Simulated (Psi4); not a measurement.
# SiCl2 (SMILES Cl[Si]Cl) at 6 levels

Aim: a comparison of 6 runs (HF/STO-3G, B3LYP/6-31G*, HSE06/cc-pVTZ, TPSSh/cc-pVTZ, wB97X-V/cc-pVTZ, MP3/cc-pVTZ) of SiCl2. 

The results are computed with Psi4 1.11.

3 further runs of the same task are left out: 3 set aside as unsound or not needed.

### Step 1. Starting point

SiCl2: 3 atoms, total charge 0, spin state singlet. As SMILES, `Cl[Si]Cl`. The Si2–Cl3 distance was set to 4.570 Å, away from the relaxed value. At this shape a bond of the SMILES string is far longer than usual.

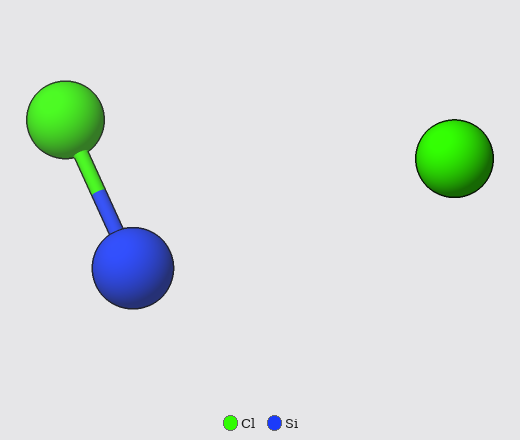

The structure, seen from a chosen angle (chlorine green, silicon blue).

### Step 2. A single-point energy at HF/STO-3G (run 1)

The input, cl2si.dat:

```
memory 1.6 GB

molecule {
  0 1
  Cl    -1.201881     3.503401    -0.269200
  Si    -2.265781     1.889201    -1.029200
  Cl     0.476300    -1.593400     0.084000
  symmetry c1
  no_reorient
  no_com
}

set {
  basis STO-3G
  puream true
  e_convergence 1e-09
  d_convergence 1e-08
  scf_type pk
}

energy_value, wavefunction = energy("hf", return_wfn=True)
oeprop(wavefunction, "DIPOLE", "WIBERG_LOWDIN_INDICES", "QUADRUPOLE", title="HF")
print_variables()
```

Run with:

```sh
psi4 cl2si.dat cl2si.out -n 1
```

cl2si.out:

```text
[...]
  Running in c1 symmetry.
[...]
  Nuclear repulsion =  116.625658765460159
[...]
  Multiplicity = 1
[...]
  Nalpha       = 24
  Nbeta        = 24
[...]
    Number of basis functions: 27
[...]
   @RHF iter   1: -1194.53258809579825   -1.18220e+00   7.22770e-03 ADIIS/DIIS
[...]
   @RHF iter  28: -1194.60520001640407    1.36424e-12   2.15066e-09 DIIS
[...]
    Orbital Energies [Eh]
    ---------------------
    Doubly Occupied:
       1A   -103.769762     2A   -103.304692     3A    -68.213247
       4A    -10.457840     5A    -10.021117     6A     -7.901011
       7A     -7.896383     8A     -7.896191     9A     -7.462959
      10A     -7.461037    11A     -7.461029    12A     -6.195578
      13A     -4.210182    14A     -4.209964    15A     -4.209604
      16A     -1.115719    17A     -0.734335    18A     -0.687520
      19A     -0.501641    20A     -0.501625    21A     -0.472738
      22A     -0.170702    23A     -0.170576    24A     -0.131315
[...]
  @RHF Final Energy: -1194.60520001640407
   => Energetics <=
    Nuclear Repulsion Energy =            116.6256587654601589
    One-Electron Energy =               -1892.1481852779168094
    Two-Electron Energy =                 580.9173264960525103
    Total Energy =                      -1194.6052000164040692
[...]
 Multipole Moments:
 ------------------------------------------------------------------------------------
     Multipole            Electronic (a.u.)      Nuclear  (a.u.)        Total (a.u.)
 ------------------------------------------------------------------------------------
 L = 1.  Multiply by 2.5417464519 to convert [e a0] to [Debye]
 Dipole X            :         79.3677895          -83.2534170           -3.8856275
 Dipole Y            :       -107.2845707          111.3404542            4.0558835
 Dipole Z            :         31.5035940          -33.1782995           -1.6747056
 Magnitude           :                                                    5.8611374
 L = 2.  Multiply by 1.3450342976 to convert [e a0^2] to [Debye ang]
 Quadrupole XX       :       -368.6282274          358.1283190          -10.4999084
 Quadrupole XY       :        506.2115240         -515.6994290           -9.4879051
[...]
```

It took 1.8 s on 1 thread of Intel Xeon 6975P-C (Granite Rapids), shared host; peak memory 0.18 GiB.

### Step 3. The energy at B3LYP/6-31G(d) (spherical functions) (run 2)

The input, calc.inp:

```
memory 1600 mb

molecule mol {
  0 1
  Cl
  Si 1 r2
  Cl 2 r3 1 a3

  r2 = 2.077288
  r3 = 4.5702
  a3 = 101.28796
  units angstrom
  symmetry c1
}

set {
  basis 6-31G*
  puream true
  e_convergence 1e-09
  d_convergence 1e-08
  scf_type pk
  dft_radial_points 99
  dft_spherical_points 590
}

e_tot, wfn = energy('b3lyp', return_wfn=True)
oeprop(wfn, 'WIBERG_LOWDIN_INDICES', 'QUADRUPOLE', 'DIPOLE')
```

Run with:

```sh
psi4 -i calc.inp -o calc.out -n 1
```

calc.out:

```text
[...]
  Running in c1 symmetry.
[...]
  Nuclear repulsion =  116.625659467367711
[...]
  Multiplicity = 1
[...]
  Nalpha       = 24
  Nbeta        = 24
[...]
    Number of basis functions: 54
[...]
   @RKS iter   1: -1209.63442344552641   -3.02098e-01   7.30540e-03 ADIIS/DIIS
[...]
   @RKS iter  21: -1209.79802855110711   -8.64020e-12   1.06770e-09 DIIS
[...]
    Orbital Energies [Eh]
    ---------------------
    Doubly Occupied:
       1A   -101.610836     2A   -101.431297     3A    -66.296185
       4A     -9.544553     5A     -9.358998     6A     -7.303623
       7A     -7.300158     8A     -7.299088     9A     -7.120836
      10A     -7.113892    11A     -7.113453    12A     -5.445090
      13A     -3.804929    14A     -3.801545    15A     -3.800530
      16A     -0.912717    17A     -0.687095    18A     -0.568981
      19A     -0.423517    20A     -0.420818    21A     -0.406704
      22A     -0.227728    23A     -0.222924    24A     -0.222793
[...]
  @RKS Final Energy: -1209.79802855110711
   => Energetics <=
    Nuclear Repulsion Energy =            116.6256594673677114
    One-Electron Energy =               -1903.6828370198902576
    Two-Electron Energy =                 639.5347413187754455
    DFT Exchange-Correlation Energy =     -62.2755923173599513
    Empirical Dispersion Energy =           0.0000000000000000
    VV10 Nonlocal Energy =                  0.0000000000000000
    Total Energy =                      -1209.7980285511071088
[...]
 Multipole Moments:
 ------------------------------------------------------------------------------------
     Multipole            Electronic (a.u.)      Nuclear  (a.u.)        Total (a.u.)
 ------------------------------------------------------------------------------------
 L = 1.  Multiply by 2.5417464519 to convert [e a0] to [Debye]
 Dipole X            :         -2.8617352           -1.2071739           -4.0689092
 Dipole Y            :          1.0811950           -0.3185655            0.7626295
 Dipole Z            :          0.0000000            0.0000000            0.0000000
 Magnitude           :                                                    4.1397615
 L = 2.  Multiply by 1.3450342976 to convert [e a0^2] to [Debye ang]
 Quadrupole XX       :       -824.7918173          787.5669445          -37.2248728
 Quadrupole XY       :        364.9802237         -357.3570211            7.6232026
[...]
```

Wall time 4.8 s (1 thread of Intel Xeon 6975P-C (Granite Rapids), shared host); peak memory 0.38 GiB.

### Step 4. The energy at HSE06/cc-pVTZ (run 3)

The input, input.json:

```json
{
 "schema_name": "qcschema_input",
 "schema_version": 1,
 "molecule": {
  "schema_name": "qcschema_molecule",
  "schema_version": 2,
  "symbols": ["Cl", "Si", "Cl"],
  "geometry": [-2.27122592, 6.62046839, -0.50871427, -4.28170555, 3.57007248, -1.94490613, 0.90007655, -3.01108961, 0.15873699],
  "molecular_charge": 0,
  "molecular_multiplicity": 1,
  "fix_symmetry": "c1",
  "fix_com": true,
  "fix_orientation": true
 },
 "driver": "energy",
 "model": {
  "method": "hse06",
  "basis": "cc-pVTZ"
 },
 "keywords": {
  "puream": true,
  "e_convergence": 1e-09,
  "d_convergence": 1e-08,
  "scf_type": "pk",
  "dft_radial_points": 99,
  "dft_spherical_points": 590
 }
}
```

Run with:

```sh
psi4 --qcschema input.json -n 1 --memory 1600MB
```

stdout:

```text
[...]
                   'protocols': {'error_correction': {'default_policy': True, 'policies': None},
                                 'native_files': 'none',
[...]
  Running in c1 symmetry.
[...]
  Nuclear repulsion =  116.625658764064312
[...]
  Multiplicity = 1
[...]
  Nalpha       = 24
  Nbeta        = 24
[...]
    Number of basis functions: 102
[...]
   @RKS iter   1: -1209.31843507319809   -3.16423e-01   4.77508e-03 DIIS/ADIIS
[...]
   @RKS iter  21: -1209.48391396367106   -2.27374e-12   1.51853e-09 DIIS
[...]
    Orbital Energies [Eh]
    ---------------------
    Doubly Occupied:
       1A   -101.815337     2A   -101.615389     3A    -66.443809
       4A     -9.610740     5A     -9.411050     6A     -7.340454
       7A     -7.337946     8A     -7.337018     9A     -7.143193
      10A     -7.136721    11A     -7.136509    12A     -5.489163
      13A     -3.824758    14A     -3.821431    15A     -3.819477
      16A     -0.918437    17A     -0.689352    18A     -0.568032
      19A     -0.424590    20A     -0.422255    21A     -0.403097
      22A     -0.220843    23A     -0.218657    24A     -0.218638
[...]
  @RKS Final Energy: -1209.48391396367106
   => Energetics <=
    Nuclear Repulsion Energy =            116.6256587640643119
    One-Electron Energy =               -1903.5992244438805301
    Two-Electron Energy =                 636.2663586061437400
    DFT Exchange-Correlation Energy =     -58.7767068899983940
    Empirical Dispersion Energy =           0.0000000000000000
    VV10 Nonlocal Energy =                  0.0000000000000000
    Total Energy =                      -1209.4839139636708296
[...]
 Multipole Moments:
 ------------------------------------------------------------------------------------
     Multipole            Electronic (a.u.)      Nuclear  (a.u.)        Total (a.u.)
 ------------------------------------------------------------------------------------
 L = 1.  Multiply by 2.5417464519 to convert [e a0] to [Debye]
 Dipole X            :         80.6520816          -83.2534170           -2.6013354
 Dipole Y            :       -107.9445957          111.3404540            3.3958582
 Dipole Z            :         32.1324181          -33.1782996           -1.0458815
 Magnitude           :                                                    4.4037106
[...]
```

The result, in JSON:

```text
{
 "driver": "energy",
 "model": {
  "method": "hse06",
  "basis": "cc-pVTZ"
 },
 "success": true,
 "return_result": -1209.483913963671,
 "properties": {
  "calcinfo_nbasis": 102,
  "calcinfo_nmo": 102,
  "calcinfo_nalpha": 24,
  "calcinfo_nbeta": 24,
  "calcinfo_natom": 3,
  "nuclear_repulsion_energy": 116.62565876406431,
  "return_energy": -1209.483913963671,
  "scf_one_electron_energy": -1903.5992244438805,
  "scf_two_electron_energy": 636.2663586061437,
  "scf_xc_energy": -58.776706889998394,
  "scf_dipole_moment": [-2.6013353980952587, 3.395858231090145, -1.0458815266156591],
  "scf_total_energy": -1209.483913963671,
  "scf_iterations": 21
 }
}
```

Run time: 33 s. Hardware: 1 thread of Intel Xeon 6975P-C (Granite Rapids), shared host; peak memory 0.89 GiB.

Runs 4 to 5 aren't shown in full; the table further down has their settings and results.

### Step 5. The energy at MP3/cc-pVTZ (run 6)

The input, calc.py:

```python
import psi4

psi4.set_memory('1600 MB')
psi4.set_num_threads(1)
psi4.core.set_output_file('run.log', False)

mol = psi4.geometry("""
0 1
Cl    -2.27122592     6.62046839    -0.50871427
Si    -4.28170555     3.57007248    -1.94490613
Cl     0.90007655    -3.01108961     0.15873699
units au
symmetry c1
""")

options = {'basis': 'cc-pVTZ', 'puream': True, 'e_convergence': 1e-09, 'd_convergence': 1e-08, 'scf_type': 'pk', 'num_frozen_docc': 15}
psi4.set_options(options)

E, wfn = psi4.energy("mp3", return_wfn=True)
print(f'total energy {E:.8f} hartree = {E * 27.211386:.5f} eV')
```

Run with:

```sh
python calc.py
```

run.log:

```text
[...]
  Running in c1 symmetry.
[...]
  Nuclear repulsion =  116.625658764064312
[...]
  Multiplicity = 1
[...]
  Nalpha       = 24
  Nbeta        = 24
[...]
    Number of basis functions: 102
[...]
   @RHF iter   1: -1207.78599922987269   -7.74684e-01   3.53842e-03 DIIS/ADIIS
[...]
   @RHF iter  16: -1207.88040361038111   -3.04681e-11   4.26731e-09 DIIS
[...]
    Orbital Energies [Eh]
    ---------------------
    Doubly Occupied:
       1A   -104.964610     2A   -104.642391     3A    -69.046487
       4A    -10.688438     5A    -10.367643     6A     -8.154319
       7A     -8.153462     8A     -8.153379     9A     -7.833767
      10A     -7.833200    11A     -7.833195    12A     -6.380572
      13A     -4.478946    14A     -4.478705    15A     -4.478349
      16A     -1.217807    17A     -0.870056    18A     -0.762923
      19A     -0.593615    20A     -0.593120    21A     -0.560710
      22A     -0.288098    23A     -0.288028    24A     -0.274015
[...]
  @RHF Final Energy: -1207.88040361038111
   => Energetics <=
    Nuclear Repulsion Energy =            116.6256587640643119
    One-Electron Energy =               -1903.1404551041832747
    Two-Electron Energy =                 578.6343927297377832
    Total Energy =                      -1207.8804036103811086
[...]
 Multipole Moments:
 ------------------------------------------------------------------------------------
     Multipole            Electronic (a.u.)      Nuclear  (a.u.)        Total (a.u.)
 ------------------------------------------------------------------------------------
 L = 1.  Multiply by 2.5417464519 to convert [e a0] to [Debye]
 Dipole X            :         -3.2533006           -1.1415341           -4.3948348
 Dipole Y            :          4.9191614            0.5056213            5.4247826
 Dipole Z            :          0.0000000            0.0000000            0.0000000
 Magnitude           :                                                    6.9816072
[...]
	DF-MP2 Total Energy (a.u.)         : -1208.34428018965582
[...]
	DF-MP3 Total Energy (a.u.)         : -1208.38226807320007
[...]
```

The script printed:

```text
Memory set to   1.490 GiB by Python driver.
  Threads set to 1 by Python driver.
total energy -1208.38226807 hartree = -32881.75633 eV
```

Run time: 11 s. Hardware: 1 thread of Intel Xeon 6975P-C (Granite Rapids), shared host; peak memory 0.6 GiB.

### Step 6. All runs side by side

| run | level | integration grid | task | energy (Eh) | dipole moment (D) | HOMO energy (eV) | LUMO energy (eV) | wall time |
| --- | --- | --- | --- | --- | --- | --- | --- | --- |
| 1 | HF/STO-3G | – | energy | -1194.605200 | 14.90 | -3.57 | -0.09 | 1.8 s |
| 2 | B3LYP/6-31G* (spherical functions) | 99 radial × 590 angular | energy | -1209.798029 | 10.52 | -6.06 | -5.19 | 4.8 s |
| 3 | HSE06/cc-pVTZ | 99 radial × 590 angular | energy | -1209.483914 | 11.19 | -5.95 | -5.44 | 33 s |
| 4 | TPSSh/cc-pVTZ | 99 radial × 590 angular | gradient | -1209.905654 | 10.51 | -5.80 | -5.38 | 73 s |
| 5 | wB97X-V/cc-pVTZ | 99 radial × 590 angular | energy | -1209.645288 | 14.25 | -7.63 | -3.61 | 39 s |
| 6 | MP3/cc-pVTZ | – | energy | -1208.382268 | – | -7.46 | -2.98 | 11 s |

### Step 7. What came out

```
                                           quantity           value
                                run 6: total energy  -1208.38227 Eh
         run 6: HOMO energy (Hartree–Fock orbitals)        -7.46 eV
         run 6: LUMO energy (Hartree–Fock orbitals)        -2.98 eV
       run 6: HOMO–LUMO gap (Hartree–Fock orbitals)         4.48 eV
run 6: correlation energy (15 core orbitals frozen)      -501.9 mEh
```

Over runs 1, 2, 3, 4, 5 the dipole moment (its size) runs from 10.51 D (TPSSh/cc-pVTZ) to 14.90 D (HF/STO-3G). The two ends differ in method and basis. Over runs 1, 2, 3, 4, 5 the HOMO–LUMO gap runs from 0.42 eV (TPSSh/cc-pVTZ) to 4.02 eV (wB97X-V/cc-pVTZ). Totals of different functionals can't be ranked against each other. In run 1 the basis is minimal, so the values are rough. In runs 1, 2, 3, 4, 5, 6 a closed-shell determinant meets a far-stretched bond, which it describes badly. All runs together took 2.7 min, the longest 73 s.
